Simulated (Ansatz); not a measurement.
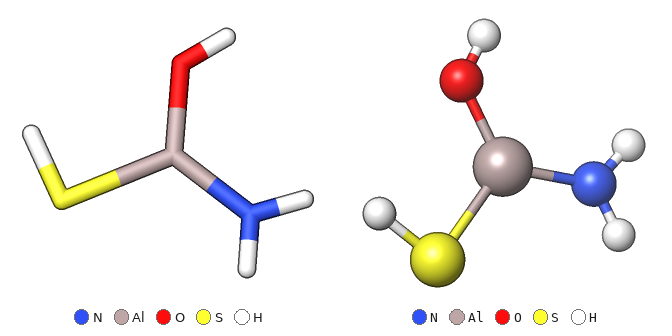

Two views of one molecule.

The geometry was computed by an optimisation with PBE0-D4/def2-TZVP.

Count the atoms of each element.

AlH4NOS, 8 atoms: 1 aluminium, 4 hydrogen, 1 nitrogen, 1 oxygen and 1 sulfur.

Give a SMILES string for it.

[NH2][Al]([OH])[SH]

Count the bonded pairs by element.

2 N–H, 1 Al–N, 1 Al–O, 1 Al–S, 1 O–H, 1 S–H.

More results for the same structure follow; atom numbers are the same in all pictures, views and colours differ.

Geometry

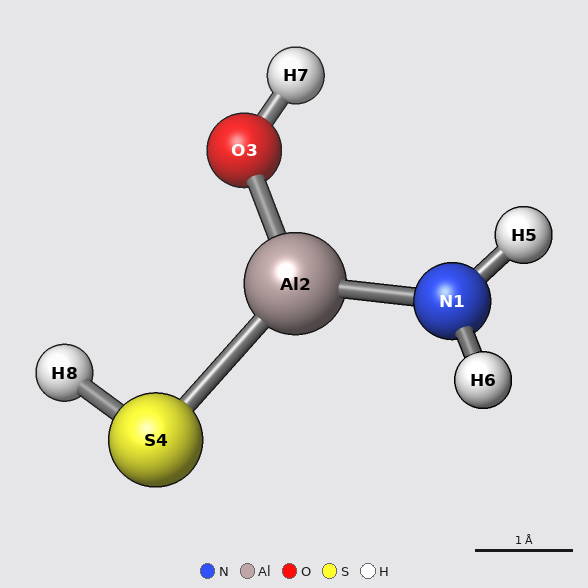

The atoms are numbered.

List the bonds and their lengths.

```csv
bond,length (Å)
N1–Al2,1.761
N1–H5,1.006
N1–H6,1.007
Al2–O3,1.693
Al2–S4,2.178
O3–H7,0.955
S4–H8,1.345
```

Thermal motion

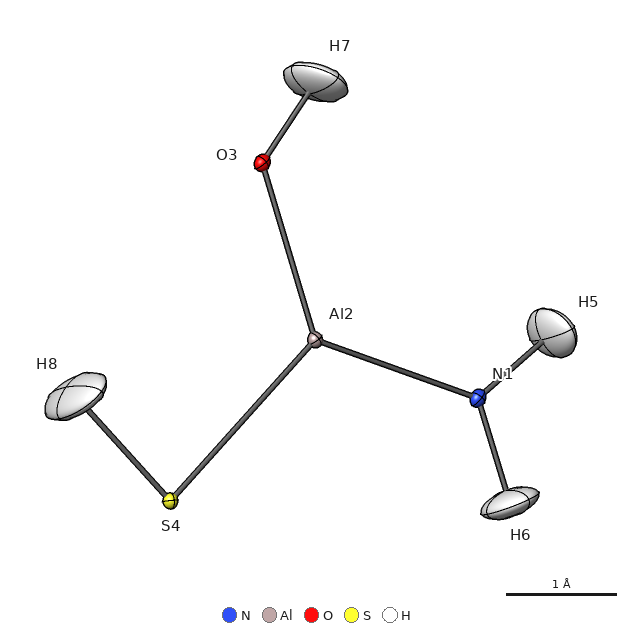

Displacement ellipsoids at the 50 % level, from the internal vibrations of the free molecule (harmonic, no overall translation or rotation; no half-axis is drawn under 0.075 Å). Vibrations computed with RKS PBE0-D4/def2-TZVP (Ansatz 0.2.0). Temperature: 100 K.

Which atom moves most?

H8, with U_eq = 0.0453 Å².

Does H8 move more along its bond or across it?

Across it: the root-mean-square amplitude is 0.083 Å along the bond and up to 0.314 Å across, since bending and torsion are softer than stretching.

List U_eq and the three principal root-mean-square amplitudes for each kind of atom.

```csv
atom,U_eq (Å²),rms amplitudes (Å)
N1,0.0021,"0.036, 0.040, 0.059"
Al2,0.0013,"0.030, 0.036, 0.042"
O3,0.0020,"0.032, 0.040, 0.057"
S4,0.00072,"0.015, 0.030, 0.032"
H5,0.0305,"0.085, 0.160, 0.242"
H6,0.0291,"0.078, 0.169, 0.229"
H7,0.0370,"0.082, 0.180, 0.268"
H8,0.0453,"0.082, 0.175, 0.314"
```

Levels of theory compared

Program: Ansatz 0.2.0.

Tabulate HOMO energy (eV), dipole (D), HOMO–LUMO gap (eV) at these levels: B3LYP-D4/def2-TZVPP; PBE-D4/def2-TZVPP; r2SCAN-D4/def2-TZVPP; ωB97M-V/def2-TZVPP.

| level | HOMO energy (eV) | dipole (D) | HOMO–LUMO gap (eV) |
| --- | --- | --- | --- |
| B3LYP-D4/def2-TZVPP | −7.01 | 2.58 | 6.48 |
| PBE-D4/def2-TZVPP | −5.96 | 2.51 | 4.91 |
| r2SCAN-D4/def2-TZVPP | −6.26 | 2.60 | 5.73 |
| ωB97M-V/def2-TZVPP | −9.51 | 2.62 | 10.79 |

Charges

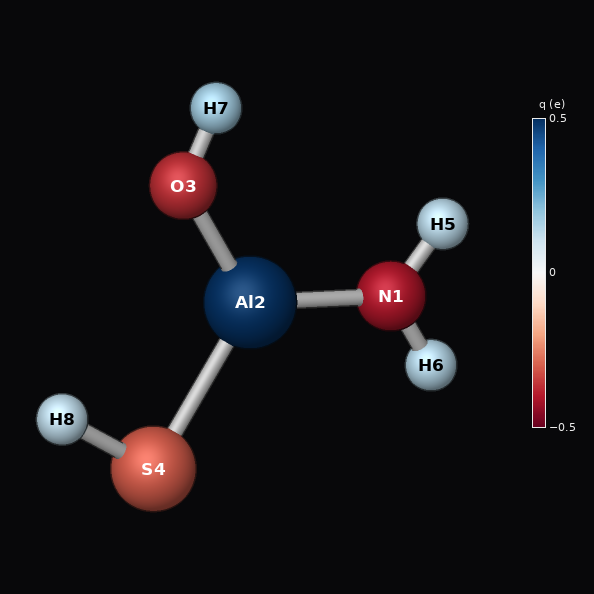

Atoms are coloured by their Mulliken charges. Level of theory: RKS PBE-D4/def2-TZVPP (Ansatz 0.2.0).

Which atom carries the highest charge (most positive or least negative)?

Al2 (0.49 e).

And the lowest?

N1 (−0.40 e).

Give the Mulliken charges atom by atom.

```json
{"atom": "N1", "value (e)": "−0.40"}
{"atom": "Al2", "value (e)": "0.49"}
{"atom": "O3", "value (e)": "−0.37"}
{"atom": "S4", "value (e)": "−0.30"}
{"atom": "H5", "value (e)": "0.13"}
{"atom": "H6", "value (e)": "0.14"}
{"atom": "H7", "value (e)": "0.17"}
{"atom": "H8", "value (e)": "0.13"}
```

Mulliken values depend strongly on the basis set and can even reverse the polarity of a bond.
